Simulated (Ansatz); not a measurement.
Cl2H4OW···HF

Input

```
crystal:
  periodic: [false, false, false]
  atoms:
    - { symbol: W, position_ang: [0.0, 0.0, 0.0] }
    - { symbol: F, position_ang: [0.0, 0.0, 2.2] }
    - { symbol: H, position_ang: [1.72, 0.0, 0.0] }
    - { symbol: Cl, position_ang: [0.0, 2.39, 0.0] }
    - { symbol: H, position_ang: [-1.72, 0.0, 0.0] }
    - { symbol: Cl, position_ang: [0.0, -2.39, 0.0] }
    - { symbol: H, position_ang: [0.0, 0.0, -1.72] }
    - { symbol: O, position_ang: [1.4672, -1.5382, 0.7063] }
    - { symbol: H, position_ang: [1.0148, -2.4401, 0.751] }
    - { symbol: H, position_ang: [0.8742, -0.9165, 1.8599] }
basis:
  gaussian: { orbitals: def2-SVP }
hamiltonian:
  xc: r2scan
  dispersion: d4
relax:
  f_tol: 0.15
  max_steps: 25
  restrain:
    - { distance: [0, 7], at: 1.94, k: 30.0 }
    - { distance: [9, 1], at: 0.92, k: 30.0 }
    - { distance: [0, 1], at: 3.05, k: 30.0 }
    - { distance: [9, 7], at: 2.21, k: 30.0 }
output:
  orbitals: {}
```

Run with:

```sh
ansatz run input.yaml --threads 4 --pin off --max-ram 5120MiB --backend cpu --events-out ev --progress --plain --runs-dir out
```

The fields are those of the run's last geometry, not of the input's.

Core potentials replace the inner electrons of W.

Computed with RKS r2SCAN-D4/def2-SVP in Ansatz 0.2.0.

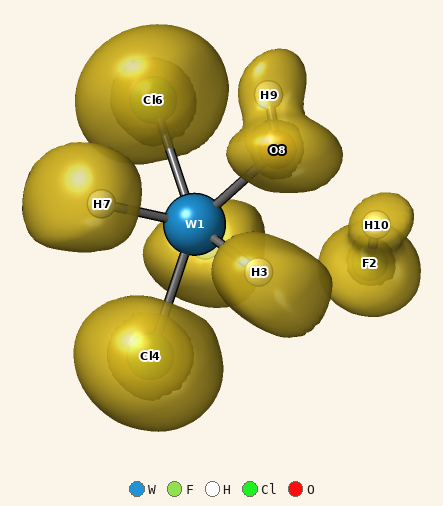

Figure 1. Isosurface of the ELF at 0.75 (yellow), seen across its widest extent. Core shells and regions of very low density are left out.

Q: Identify the bonds, lone pairs and shells in this picture.

A: The surface consists of three regions around hydrogen nuclei, two regions wrapped around Cl (the valence shell of each), one joined region spread over several atoms (F, H), in which their bonds and any lone pairs are merged and one joined region spread over several atoms (H, O), in which their bonds and any lone pairs are merged.


W1···F2 (3.04 Å): the ELF dips to about 0 between them. W–O (1.95 Å): the ELF peaks at about 0.85 in the valence shell of O, 0.6 Å from its nucleus, and drops to about 0.25 between the two atoms.

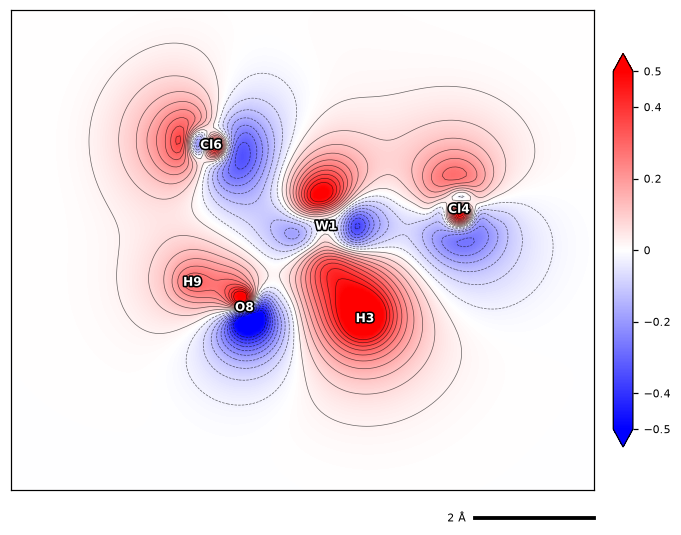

Figure 2. The HOMO−1 on the plane of atoms Cl6, W1 and O8 (values in Å⁻³ᐟ²; the overall sign is arbitrary).

Q: What is the character of this orbital?

A: By Hirshfeld shares it lies mainly on W1 (about 30 %), H3 (about 25 %), Cl6 (about 15 %), O8 (about 15 %) and Cl4 (about 10 %). Its energy is −7.72 eV.

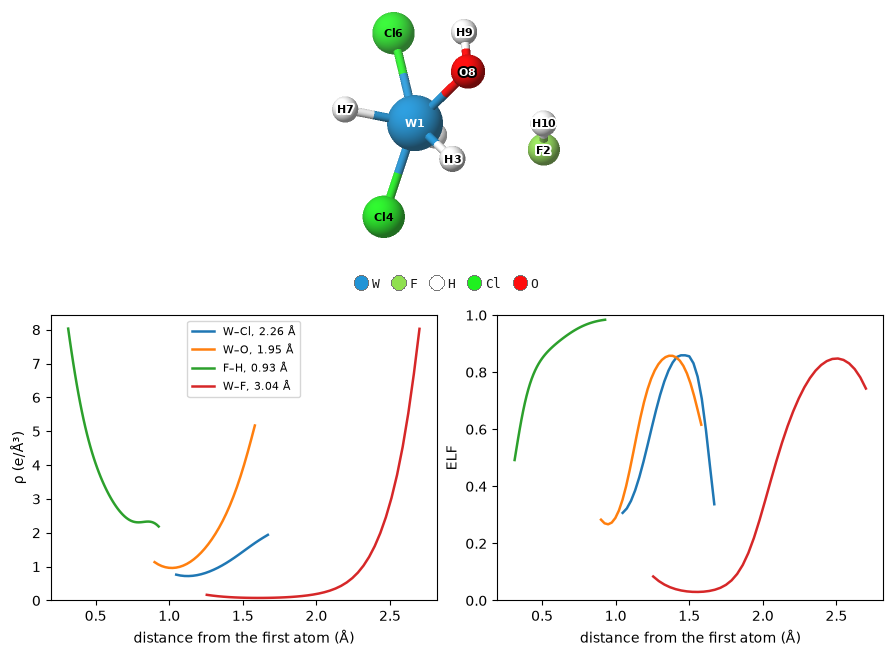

Figure 3. Electron density and ELF along straight lines between neighbouring atoms. The curves leave out the atomic cores. The structure is drawn too.

Q: What can be read from the curves?

A: W–Cl (2.26 Å): the density is about 0.72 e/Å³ at the midpoint; the ELF peaks at about 0.85 in the valence shell of Cl, 0.8 Å from its nucleus, and is about 0.40 at the midpoint.
W–O (1.95 Å): ρ is about 0.98 e/Å³ halfway; the ELF peaks at about 0.85 in the valence shell of O, 0.6 Å from its nucleus, and drops to about 0.25 between the two atoms.
F–H (0.93 Å): ρ at the midpoint is about 4.5 e/Å³; the ELF climbs to about 1 towards the hydrogen, as it does in any bond to H (a covalent bond by its length).
W1···F2 (3.04 Å): the density falls to about 0.08 e/Å³ on the way; the ELF dips to about 0 between them.
